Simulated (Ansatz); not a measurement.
## Geometry relaxation, with input and output: CH7AlN2O (part 1 of 2)

- system: CH7AlN2O
- method: RKS B3LYP-D4/6-31G (Ansatz 0.2.0)

It belongs to a series of runs on one base structure; here: start relaxed. Figures and captions count atoms from 1; the log counts them from 0 in places.

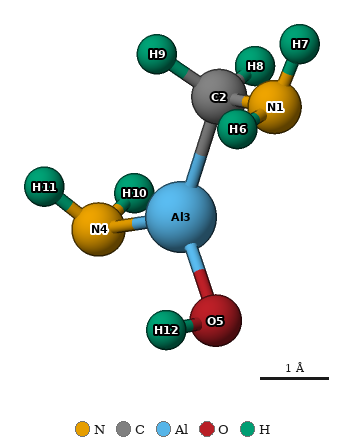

The structure as given in the input (ball-and-stick view, seen at a tilt; atoms are numbered from 1 in the order of the input). Sticks mark near contacts. Bond lengths as drawn: Al–C 1.98 Å, Al–N 1.99 Å, Al–O 1.83 Å, C–H 1.08 to 1.16 Å, C–N 1.39 Å, H–N 1.05 to 1.08 Å and H–O 1.03 Å.

## Summary

| quantity | value |
| --- | --- |
| outcome | converged |
| total energy | −12775.6371 eV |
| mean-field energy | −12775.2885 eV |
| largest force (length of the vector) at the end | 0.015 eV/Å |
| hardware | 1 thread of Arm Neoverse V1, 24 GiB of memory available, shared host |
| wall time | 2.3 min |
| peak memory | 0.15 GiB |

## The input
```yaml
crystal:
  periodic: [false, false, false]
  atoms:
    - { symbol: "N", position_ang: [-1.9077, 0.6271, 0.0888] }
    - { symbol: C, position_ang: [-0.9594, -0.3153, 0.4679] }
    - { symbol: Al, position_ang: [0.7086, -0.0065, -0.5521] }
    - { symbol: "N", position_ang: [2.3154, -1.1431, -0.2495] }
    - { symbol: O, position_ang: [0.8644, 1.3687, -1.7537] }
    - { symbol: H, position_ang: [-1.663, 1.618, 0.454] }
    - { symbol: H, position_ang: [-2.8232, 0.4267, 0.5639] }
    - { symbol: H, position_ang: [-1.2817, -1.3162, 0.2201] }
    - { symbol: H, position_ang: [-0.7505, -0.229, 1.6024] }
    - { symbol: H, position_ang: [1.9228, -2.1257, -0.4242] }
    - { symbol: H, position_ang: [2.449, -1.1095, 0.7957] }
    - { symbol: H, position_ang: [1.2024, 2.1496, -1.1794] }
basis:
  gaussian: { orbitals: "6-31G" }
hamiltonian:
  xc: b3lyp
  dispersion: d4
relax:
  f_tol: 0.02
  max_steps: 40
scf:
  lower_state_search: "off"
output:
  orbitals: {}
```

Command:
```bash
ansatz run input.yaml --threads 1 --pin off --max-ram 2048MiB --backend cpu --events-out ev --progress --plain --runs-dir out
```

## Output
```
The last accepted step is kept in [file] (removed where the run ends without a failure and the disk answers)
Engine: ansatz 0.2.0, aarch64-unknown-linux-gnu
Functional definition: B3LYP
  parameter a0 = 0.2
  parameter ax = 0.72
  parameter ac = 0.81
  exchange = (1 - a0 - ax)*slater_x + ax*b88_x + a0*exact_x
  correlation = (1 - ac)*vwn_rpa_c + ac*lyp_c
these checks for a lower state are left out or cut short: stability, starts, cluster_reference, orbital_swaps, neighbouring_geometries, increment
904 factors; integrals over basis functions are off by at most 1.7e-4 eV
mean field evaluation 1: about -12755.8911 eV, gradient 9.1e1 eV
mean field evaluation 2: about -12711.8902 eV, gradient 1.6e2 eV
mean field evaluation 4: about -12772.8177 eV, gradient 1.1e1 eV
mean field evaluation 8: about -12773.1006 eV, gradient 2.8e-1 eV
mean field evaluation 16: about -12773.1008 eV, gradient 4.7e-6 eV
mean field -12773.10075948 eV, -469.4027949923 hartree, gradient 4.7e-6 eV, S^2 0.000000; 0 other end points of the search recorded, 0 dependent functions left out
the calculation of the forces begins
reference -12773.10103217 eV, -469.4028050133 hartree; 24, 24 occupied and 39, 39 virtual orbitals, 904 factors
relax step   1: F+E_penalty+E_count = -12773.41798161 eV  Δ(F+E_penalty+E_count) = +0.000e0 eV  max|allowed force component| = 3.860e0 eV/Å  Δτ_max = 0.0000 Å  (14 SCF iters, accepted)
these checks for a lower state are left out or cut short: stability, starts, cluster_reference, orbital_swaps, neighbouring_geometries, increment
904 factors; integrals over basis functions are off by at most 1.7e-4 eV
mean field -12773.85933545 eV, -469.4306721451 hartree, gradient 5.3e-6 eV, S^2 0.000000; 0 other end points of the search recorded, 0 dependent functions left out
[... from here on the field's lines of each further geometry are left out, up to the last ...]
relax step   2: F+E_penalty+E_count = -12774.17645502 eV  Δ(F+E_penalty+E_count) = -7.585e-1 eV  max|allowed force component| = 1.970e0 eV/Å  Δτ_max = 0.1916 Å  (20 SCF iters, accepted)
relax step   3: F+E_penalty+E_count = -12774.56500874 eV  Δ(F+E_penalty+E_count) = -3.886e-1 eV  max|allowed force component| = 2.834e0 eV/Å  Δτ_max = 0.1947 Å  (20 SCF iters, accepted)
relax step   4: F+E_penalty+E_count = -12774.79013593 eV  Δ(F+E_penalty+E_count) = -2.251e-1 eV  max|allowed force component| = 1.611e0 eV/Å  Δτ_max = 0.1999 Å  (19 SCF iters, accepted)
relax step   5: F+E_penalty+E_count = -12774.96880750 eV  Δ(F+E_penalty+E_count) = -1.787e-1 eV  max|allowed force component| = 1.503e0 eV/Å  Δτ_max = 0.1929 Å  (20 SCF iters, accepted)
relax step   6: F+E_penalty+E_count = -12775.10056614 eV  Δ(F+E_penalty+E_count) = -1.318e-1 eV  max|allowed force component| = 6.618e-1 eV/Å  Δτ_max = 0.1999 Å  (19 SCF iters, accepted)
relax step   7: F+E_penalty+E_count = -12775.18955795 eV  Δ(F+E_penalty+E_count) = -8.899e-2 eV  max|allowed force component| = 4.004e-1 eV/Å  Δτ_max = 0.1999 Å  (18 SCF iters, accepted)
relax step   8: F+E_penalty+E_count = -12775.26353481 eV  Δ(F+E_penalty+E_count) = -7.398e-2 eV  max|allowed force component| = 3.368e-1 eV/Å  Δτ_max = 0.2000 Å  (18 SCF iters, accepted)
relax step   9: F+E_penalty+E_count = -12775.31050330 eV  Δ(F+E_penalty+E_count) = -4.697e-2 eV  max|allowed force component| = 5.305e-1 eV/Å  Δτ_max = 0.1669 Å  (18 SCF iters, accepted)
relax step  10: F+E_penalty+E_count = -12775.33698836 eV  Δ(F+E_penalty+E_count) = -2.649e-2 eV  max|allowed force component| = 8.336e-1 eV/Å  Δτ_max = 0.1928 Å  (18 SCF iters, accepted)
relax step  11: F+E_penalty+E_count = -12775.38356663 eV  Δ(F+E_penalty+E_count) = -4.658e-2 eV  max|allowed force component| = 2.173e-1 eV/Å  Δτ_max = 0.2000 Å  (18 SCF iters, accepted)
relax step  12: F+E_penalty+E_count = -12775.40244410 eV  Δ(F+E_penalty+E_count) = -1.888e-2 eV  max|allowed force component| = 2.143e-1 eV/Å  Δτ_max = 0.2000 Å  (18 SCF iters, accepted)
relax step  13: F+E_penalty+E_count = -12775.39544388 eV  Δ(F+E_penalty+E_count) = +7.000e-3 eV  max|allowed force component| = 4.713e-1 eV/Å  Δτ_max = 0.1141 Å  (19 SCF iters, rejected (line search))
relax step  14: F+E_penalty+E_count = -12775.41295154 eV  Δ(F+E_penalty+E_count) = -1.051e-2 eV  max|allowed force component| = 3.626e-2 eV/Å  Δτ_max = 0.0546 Å  (19 SCF iters, accepted)
relax step  15: F+E_penalty+E_count = -12775.41869526 eV  Δ(F+E_penalty+E_count) = -5.744e-3 eV  max|allowed force component| = 6.044e-2 eV/Å  Δτ_max = 0.0998 Å  (19 SCF iters, accepted)
relax step  16: F+E_penalty+E_count = -12775.42258735 eV  Δ(F+E_penalty+E_count) = -3.892e-3 eV  max|allowed force component| = 2.503e-1 eV/Å  Δτ_max = 0.1488 Å  (18 SCF iters, accepted)
relax step  17: F+E_penalty+E_count = -12775.42704788 eV  Δ(F+E_penalty+E_count) = -4.461e-3 eV  max|allowed force component| = 1.288e-1 eV/Å  Δτ_max = 0.0441 Å  (19 SCF iters, accepted)
relax step  18: F+E_penalty+E_count = -12775.42807714 eV  Δ(F+E_penalty+E_count) = -1.029e-3 eV  max|allowed force component| = 1.658e-1 eV/Å  Δτ_max = 0.0187 Å  (20 SCF iters, accepted)
relax step  19: F+E_penalty+E_count = -12775.43102157 eV  Δ(F+E_penalty+E_count) = -2.944e-3 eV  max|allowed force component| = 1.046e-1 eV/Å  Δτ_max = 0.0932 Å  (18 SCF iters, accepted)
relax step  20: F+E_penalty+E_count = -12775.43466448 eV  Δ(F+E_penalty+E_count) = -3.643e-3 eV  max|allowed force component| = 1.108e-1 eV/Å  Δτ_max = 0.0977 Å  (18 SCF iters, accepted)
relax step  21: F+E_penalty+E_count = -12775.43675835 eV  Δ(F+E_penalty+E_count) = -2.094e-3 eV  max|allowed force component| = 1.043e-1 eV/Å  Δτ_max = 0.0645 Å  (19 SCF iters, accepted)
relax step  22: F+E_penalty+E_count = -12775.43952972 eV  Δ(F+E_penalty+E_count) = -2.771e-3 eV  max|allowed force component| = 1.432e-1 eV/Å  Δτ_max = 0.0939 Å  (19 SCF iters, accepted)
relax step  23: F+E_penalty+E_count = -12775.44186955 eV  Δ(F+E_penalty+E_count) = -2.340e-3 eV  max|allowed force component| = 3.792e-1 eV/Å  Δτ_max = 0.1655 Å  (18 SCF iters, accepted)
relax step  24: F+E_penalty+E_count = -12775.44308106 eV  Δ(F+E_penalty+E_count) = -1.212e-3 eV  max|allowed force component| = 5.077e-1 eV/Å  Δτ_max = 0.1105 Å  (19 SCF iters, accepted)
relax step  25: F+E_penalty+E_count = -12775.46017045 eV  Δ(F+E_penalty+E_count) = -1.709e-2 eV  max|allowed force component| = 4.711e-1 eV/Å  Δτ_max = 0.1131 Å  (19 SCF iters, accepted)
relax step  26: F+E_penalty+E_count = -12775.49054975 eV  Δ(F+E_penalty+E_count) = -3.038e-2 eV  max|allowed force component| = 6.622e-1 eV/Å  Δτ_max = 0.1991 Å  (18 SCF iters, accepted)
relax step  27: F+E_penalty+E_count = -12775.52870161 eV  Δ(F+E_penalty+E_count) = -3.815e-2 eV  max|allowed force component| = 8.678e-1 eV/Å  Δτ_max = 0.1955 Å  (19 SCF iters, accepted)
relax step  28: F+E_penalty+E_count = -12775.55500263 eV  Δ(F+E_penalty+E_count) = -2.630e-2 eV  max|allowed force component| = 9.609e-1 eV/Å  Δτ_max = 0.1946 Å  (17 SCF iters, accepted)
relax step  29: F+E_penalty+E_count = -12775.55118683 eV  Δ(F+E_penalty+E_count) = +3.816e-3 eV  max|allowed force component| = 9.364e-1 eV/Å  Δτ_max = 0.2000 Å  (19 SCF iters, rejected (line search))
relax step  30: F+E_penalty+E_count = -12775.58799975 eV  Δ(F+E_penalty+E_count) = -3.300e-2 eV  max|allowed force component| = 7.175e-1 eV/Å  Δτ_max = 0.0975 Å  (19 SCF iters, accepted)
relax step  31: F+E_penalty+E_count = -12775.60874882 eV  Δ(F+E_penalty+E_count) = -2.075e-2 eV  max|allowed force component| = 3.816e-1 eV/Å  Δτ_max = 0.0998 Å  (19 SCF iters, accepted)
relax step  32: F+E_penalty+E_count = -12775.61308195 eV  Δ(F+E_penalty+E_count) = -4.333e-3 eV  max|allowed force component| = 9.713e-1 eV/Å  Δτ_max = 0.1463 Å  (18 SCF iters, accepted)
relax step  33: F+E_penalty+E_count = -12775.61299860 eV  Δ(F+E_penalty+E_count) = +8.334e-5 eV  max|allowed force component| = 4.698e-1 eV/Å  Δτ_max = 0.2000 Å  (18 SCF iters, rejected (line search))
relax step  34: F+E_penalty+E_count = -12775.62302780 eV  Δ(F+E_penalty+E_count) = -9.946e-3 eV  max|allowed force component| = 3.348e-1 eV/Å  Δτ_max = 0.1000 Å  (19 SCF iters, accepted)
relax step  35: F+E_penalty+E_count = -12775.63198333 eV  Δ(F+E_penalty+E_count) = -8.956e-3 eV  max|allowed force component| = 1.529e-1 eV/Å  Δτ_max = 0.0963 Å  (18 SCF iters, accepted)
relax step  36: F+E_penalty+E_count = -12775.63454892 eV  Δ(F+E_penalty+E_count) = -2.566e-3 eV  max|allowed force component| = 2.205e-1 eV/Å  Δτ_max = 0.0393 Å  (20 SCF iters, accepted)
relax step  37: F+E_penalty+E_count = -12775.63594055 eV  Δ(F+E_penalty+E_count) = -1.392e-3 eV  max|allowed force component| = 2.360e-2 eV/Å  Δτ_max = 0.0163 Å  (13 SCF iters, accepted)
relax step  38: F+E_penalty+E_count = -12775.63631840 eV  Δ(F+E_penalty+E_count) = -3.778e-4 eV  max|allowed force component| = 3.203e-2 eV/Å  Δτ_max = 0.0132 Å  (14 SCF iters, accepted)
the calculation of the forces begins
reference -12775.28844400 eV, -469.4831909154 hartree; 24, 24 occupied and 39, 39 virtual orbitals, 904 factors
relax step  39: F+E_penalty+E_count = -12775.63673254 eV  Δ(F+E_penalty+E_count) = -4.141e-4 eV  max|allowed force component| = 4.397e-2 eV/Å  Δτ_max = 0.0309 Å  (20 SCF iters, accepted)
these checks for a lower state are left out or cut short: stability, starts, cluster_reference, orbital_swaps, neighbouring_geometries, increment
904 factors; integrals over basis functions are off by at most 1.7e-4 eV
mean field -12775.28824904 eV, -469.4831837509 hartree, gradient 3.1e-6 eV, S^2 0.000000; 0 other end points of the search recorded, 0 dependent functions left out
the calculation of the forces begins
reference -12775.28851911 eV, -469.4831936757 hartree; 24, 24 occupied and 39, 39 virtual orbitals, 904 factors
relax step  40: F+E_penalty+E_count = -12775.63678105 eV  Δ(F+E_penalty+E_count) = -4.852e-5 eV  max|allowed force component| = 1.013e-2 eV/Å  Δτ_max = 0.0036 Å  (13 SCF iters, accepted)
```

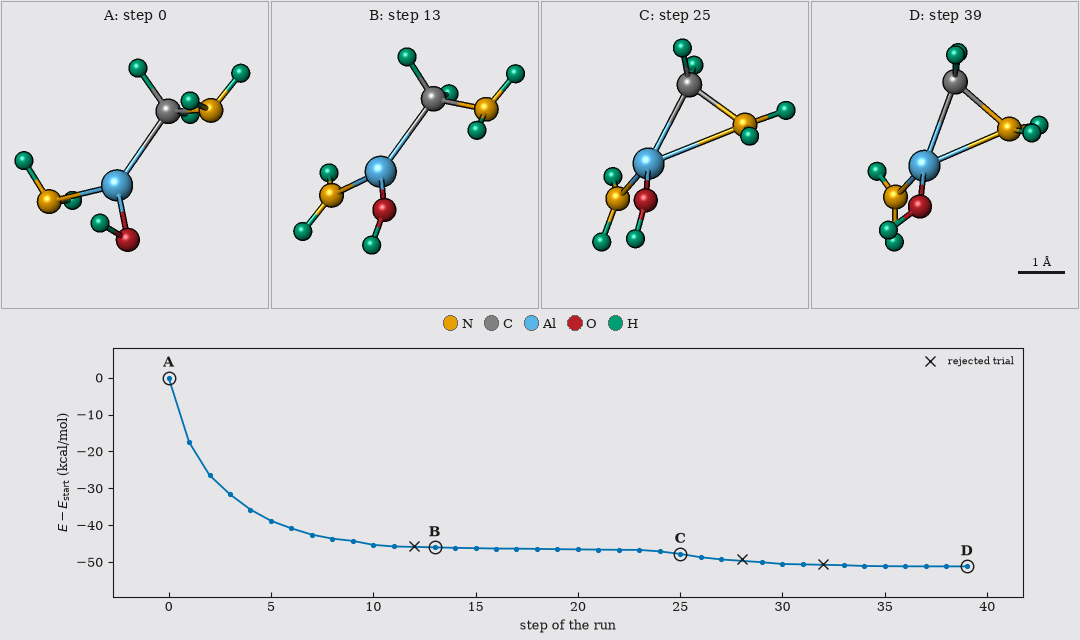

Frames of the relaxation (ball-and-stick view, seen at a tilt) above the curves, on which the letters mark them (the first geometry is step 0 here and step 1 in the log).

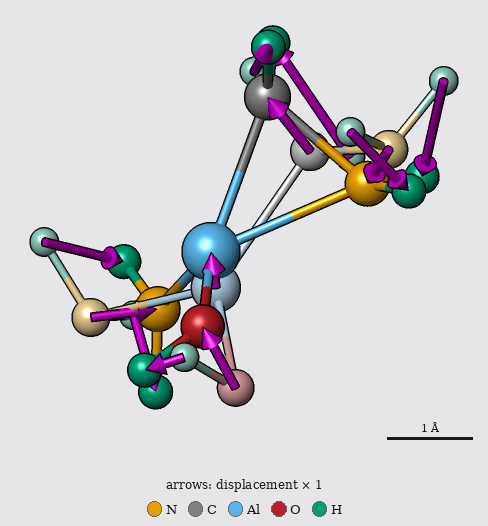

Start (faint) and end (solid) with the displacements as pink arrows, at true length (ball-and-stick view, seen at a tilt). The two geometries are laid on each other by the best rigid fit. After 39 geometry steps the energy has fallen by 51.2 kcal/mol. Largest force component: 3.9 eV/Å at the start, 0.01 eV/Å at the end. The line search rejected the trial steps at points 12, 28, 32 (counted from 0) and went back. H8 moves most after the best rigid fit: 1.72 Å. By element the largest moves are H 1.72 Å, C 0.93 Å, O 0.88 Å, N 0.81 Å, Al 0.47 Å. Distances before and after: N1–Al3 2.767 → 2.030 Å, Al3–N4 1.991 → 1.805 Å, N1–C2 1.390 → 1.575 Å, Al3–O5 1.833 → 1.746 Å. New bonds form: N1–Al3 (2.77 → 2.03 Å). Among the angles that change: N1–C2–Al3 109.2° → 69.1°, Al3–O5–H12 103.4° → 134.0°, Al3–N4–H10 101.7° → 124.8°. (Atoms are counted from 1 in the order of the input.)

```
Total energy: -12775.63705112 eV, -469.4960019909 hartree
Atom 0 at    -1.453956     0.137083    -0.174656 Å, force    -0.001998    -0.000475     0.002669 eV/Å
Atom 1 at    -0.809683     0.081747     1.261611 Å, force    -0.001588     0.001362     0.000886 eV/Å
Atom 2 at     0.575668     0.161365    -0.122279 Å, force    -0.000287    -0.006590     0.002232 eV/Å
Atom 3 at     1.523641    -1.305506    -0.578153 Å, force    -0.000532    -0.000256    -0.004776 eV/Å
Atom 4 at     0.954540     1.731914    -0.783459 Å, force     0.010130     0.008807    -0.006720 eV/Å
Atom 5 at    -1.913042     1.015128    -0.400258 Å, force     0.000868    -0.001119     0.000344 eV/Å
Atom 6 at    -2.033092    -0.657704    -0.426351 Å, force     0.000651     0.001241     0.000611 eV/Å
Atom 7 at    -1.087448    -0.849982     1.755294 Å, force     0.001330    -0.000456    -0.001489 eV/Å
Atom 8 at    -1.120013     0.941273     1.855087 Å, force    -0.002051    -0.000585    -0.000952 eV/Å
Atom 9 at     1.972542    -1.447025    -1.473245 Å, force    -0.002301     0.002102     0.005457 eV/Å
Atom 10 at     1.694574    -2.078070     0.051524 Å, force     0.001730    -0.001839    -0.000244 eV/Å
Atom 11 at     1.773369     2.214578    -0.931213 Å, force    -0.005951    -0.002191     0.001982 eV/Å
Dipole moment:    -0.297647    -0.235241     0.042611 e Å
Checks for a lower state left out: stability, starts, cluster_reference, orbital_swaps, neighbouring_geometries, increment
```

## Trajectory as extended XYZ (Å, eV, eV/Å), 18 of the 40 frames kept, from step=1 to step=40
```
12
Properties=species:S:1:pos:R:3:forces:R:3 step=1 energy=-12773.41798
N    -1.9077    0.6271    0.0888   -3.2339   3.8604   0.8957
C    -0.9594   -0.3153    0.4679    2.6565  -0.5833   2.0394
Al    0.7086   -0.0065   -0.5521    1.6036  -0.3133  -0.8763
N     2.3154   -1.1431   -0.2495   -2.5524  -0.3443   0.6526
O     0.8644    1.3687   -1.7537    0.4856   0.4509   2.3787
H    -1.6630    1.6180    0.4540   -0.3648  -1.8493  -1.1610
H    -2.8232    0.4267    0.5639    0.5287   0.2269  -0.8336
H    -1.2817   -1.3162    0.2201   -0.1917  -0.6003   0.1677
H    -0.7505   -0.2290    1.6024    0.1679  -0.9296  -1.0444
H     1.9228   -2.1257   -0.4242    1.0030   0.9984   0.0839
H     2.4490   -1.1095    0.7957    0.3315  -0.1307  -0.7712
H     1.2024    2.1496   -1.1794   -0.4340  -0.7858  -1.5313
12
Properties=species:S:1:pos:R:3:forces:R:3 step=3 energy=-12774.56501
N    -2.0554    0.6500    0.1648    0.2596   0.2485   0.3109
C    -0.9742   -0.2781    0.5414   -0.1031  -0.0854  -0.0912
Al    0.7153   -0.0100   -0.4717   -0.4075   0.6445  -0.4481
N     2.1211   -1.1021   -0.1824    0.5871  -2.8344   0.6262
O     0.8427    1.3729   -1.5842    1.3425   1.3463   1.2324
H    -1.8159    1.6375    0.2559   -0.0210  -0.2961  -0.1990
H    -2.9581    0.4645    0.5924    0.0200  -0.1011   0.0072
H    -1.2945   -1.3069    0.3075   -0.0157   0.0406  -0.0893
H    -0.7117   -0.3311    1.6235   -0.1057   0.1610  -0.0098
H     2.1834   -2.0842   -0.6166    0.0208   2.1207   0.4524
H     2.5338   -1.2064    0.7707   -0.2900   0.3657  -0.9366
H     1.4906    2.1388   -1.3674   -1.2869  -1.6103  -0.8551
12
Properties=species:S:1:pos:R:3:forces:R:3 step=6 energy=-12775.10057
N    -2.0915    0.6320    0.1670    0.2271   0.2080   0.0033
C    -1.0501   -0.3073    0.5897   -0.1256  -0.1505   0.0229
Al    0.6684   -0.0614   -0.3463    0.0202   0.4291  -0.1971
N     2.1101   -1.1330   -0.1601    0.0498  -0.5415  -0.0774
O     0.7700    1.4165   -1.2798    0.6417   0.2617   0.1382
H    -1.7722    1.5643   -0.0803   -0.0959  -0.2253  -0.0017
H    -2.9431    0.6366    0.7178    0.0634  -0.0287  -0.0507
H    -1.3603   -1.3439    0.3706   -0.0441   0.0599   0.0498
H    -0.8300   -0.3000    1.6801   -0.0271   0.0114   0.0170
H     2.4579   -1.7859   -0.8636   -0.0229   0.4087   0.1710
H     2.5474   -1.3159    0.7368   -0.0249  -0.0074  -0.0415
H     1.5706    1.9427   -1.4980   -0.6618  -0.4254  -0.0340
```
